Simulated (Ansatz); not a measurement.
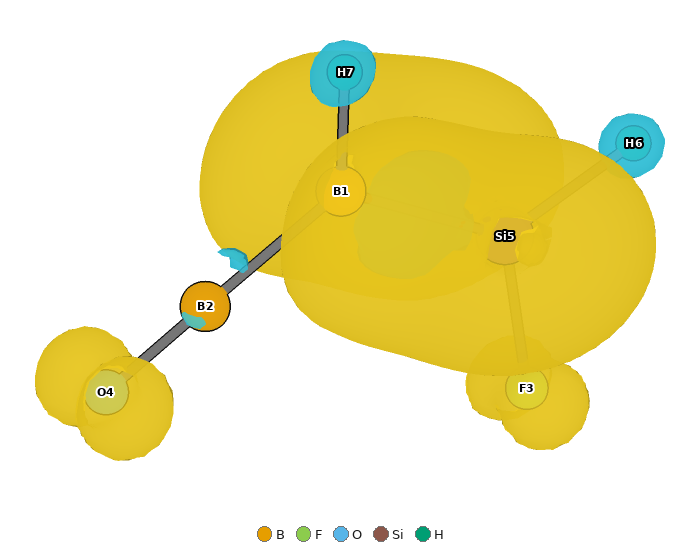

The picture shows: B2FH2OSi (doublet). Isosurfaces of the spin density at +0.015 (yellow) and −0.015 e/Å³ (cyan), seen at a tilt.

Geometry: B3LYP/6-31G*.

Computed with isolated molecule in a Gaussian basis; Kohn-Sham density functional theory, functional PBE0 in Ansatz 0.2.0.

```xyz
7

B    -0.8431    1.7653    2.0658
B    -0.9025    2.8787    3.2811
F    -1.2857   -0.7715    3.8055
O    -0.9481    3.6880    4.1834
Si   -1.0429   -0.1039    2.3630
H    -1.0114   -1.2071    1.3725
H    -0.6707    2.0640    0.9226
```

Where is the unpaired spin?

Answer. The unpaired spin (1 electron) lies mostly on Si5 (about 0.5) and B1 (about 0.4), in electrons by Hirshfeld's partition.
